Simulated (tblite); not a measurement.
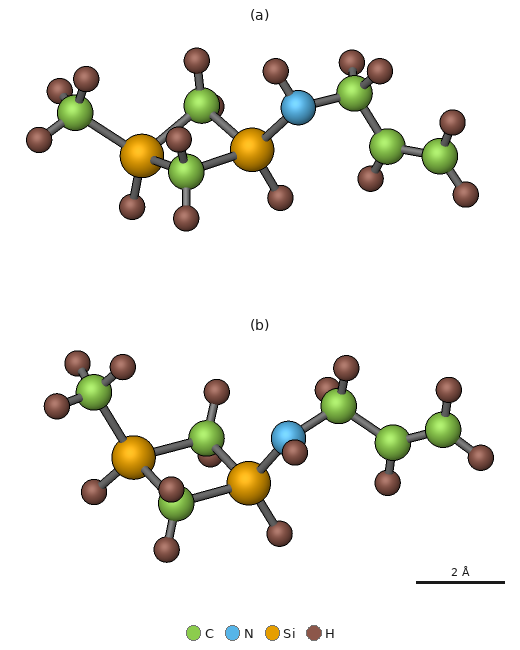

The structure of C₆H₁₅NSi₂ before (top) and after (bottom) a relaxation, at one scale.

Style: ball-and-stick. Shown at a tilt.

Theory: GFN2-xTB geometry optimisation, gas phase in tblite. 

What changed between the two?

Answer. Over 215 geometry steps the energy falls by 21.8 kcal/mol. An H atom moves most after the best rigid fit: 1.75 Å. Largest moves by element: H 1.75 Å, C 0.88 Å, Si 0.55 Å, N 0.54 Å. Among the contacts that change: N–Si 1.785 → 1.722 Å, C–Si 1.860 → 1.915 Å, C–C 1.360 → 1.320 Å, C–H 1.122 → 1.086 Å. Among the angles between lasting bonds that change: C–C–H 122.2° → 114.2°, H–C–H 114.5° → 106.9°, H–C–H 123.8° → 116.2°. Groups turn about C–Si by about 30°, C–Si by about 25°, C–Si by about 25°.
